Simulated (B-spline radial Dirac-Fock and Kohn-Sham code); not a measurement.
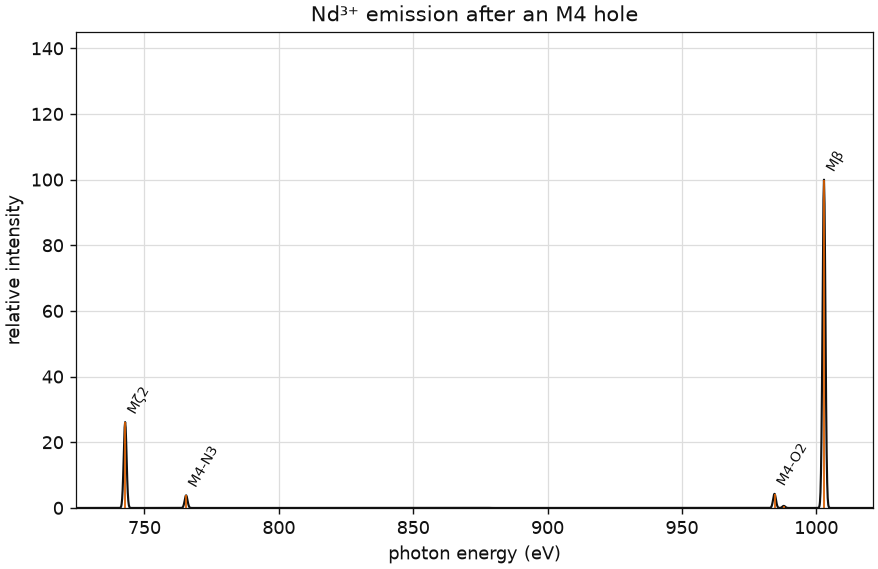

X-ray emission lines that fill an M4 (3d3/2) hole, broadened by a Gaussian of 1.2 eV full width. Multiplet splitting by the open shell is left out. Species: neodymium in charge state +3 (Nd³⁺) in the configuration [Xe] 4f3, inside a Watson sphere of charge −3 and radius 1.6 Å that stands in for a crystal. Method: independent-particle rates on relativistic LDA orbitals of the hole state (multipoles to L = 3), energies from Dirac–Fock ΔSCF (computed with a radial B-spline solver).

Question: How far apart are M4-N6 (Mβ) and M4-N2 (Mζ2), and what is their intensity ratio?

Answer: 260 eV apart, with M4-N2 at 0.26 of the intensity of M4-N6.
